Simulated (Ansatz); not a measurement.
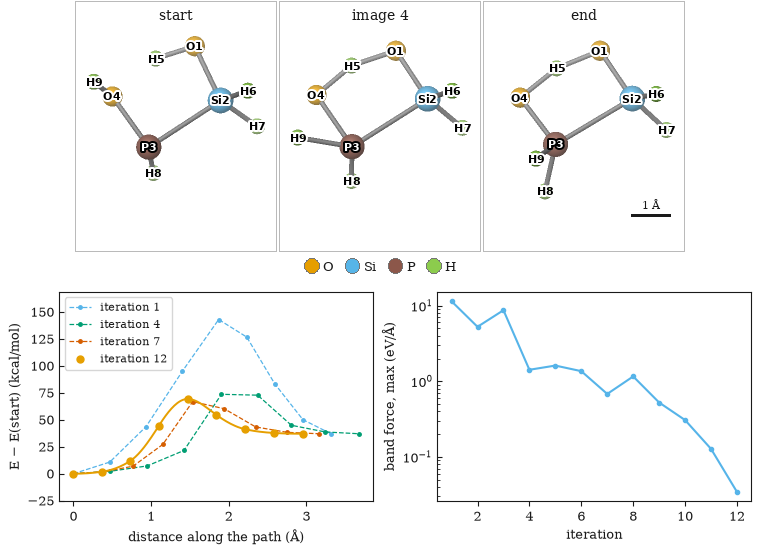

NEB run on SiPH$_{5}$O$_{2}$. Images are numbered from 0 (start) to 8 (end). The plot follows the band through its iterations. A ball-and-stick model, seen face on.

Level of theory: Ansatz 0.2.0, RKS PBE/STO-3G. Set-up: 7 movable images; climbing image; force threshold 0.05 eV/Å; iteration limit 60; starting path through a guess of the saddle point.

Q: Judge this run.

A: The result is final at these settings. The band converged in 12 iterations. The largest component of the band force went from 11 to 0.034 eV/Å. The climbing image converged on the top of the path. Its vibrational analysis gives one imaginary mode (1374i cm⁻¹), as a transition state must have. The first iteration put the highest image at 143.0 kcal/mol. Forward barrier 69.3 kcal/mol, backward barrier 32.3 kcal/mol, with image 4 at the top; the reaction energy is +37.1 kcal/mol.

Limits of the set-up: STO-3G is a minimal basis, so the numbers are rough.

The run took 2.1 min on 1 thread of Arm Neoverse V2, on a shared host, peak memory 0.09 GiB.
